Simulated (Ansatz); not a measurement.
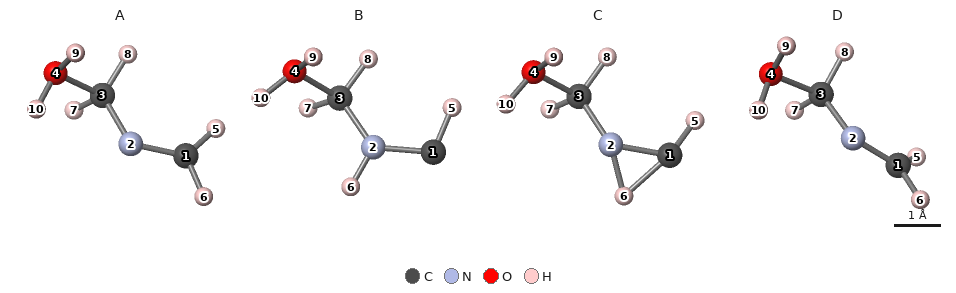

4 geometries from a converged minimum-energy path of C₂H₆NO (charge +1), shuffled. A ball-and-stick model, seen from a free direction.

Level of theory: Ansatz 0.2.0, RKS PBE0/cc-pVDZ. Run with 9 movable images; climbing image; force threshold 0.03 eV/Å; iteration limit 60; starting path through a guess of the saddle point.

### Which of them lies highest in energy?

C. In order along the path, whose images run from 0 to 10: D (image 1, 0.00 eV), A (image 3, +0.03 eV), C (image 6, +3.93 eV), B (image 8, +2.31 eV). A hydrogen atom shifts from one atom to another. Breaking: C1–H6 (1.10 → 1.36 at the top → 2.02 Å). Forming: N2–H6 (2.03 → 1.18 at the top → 1.02 Å).
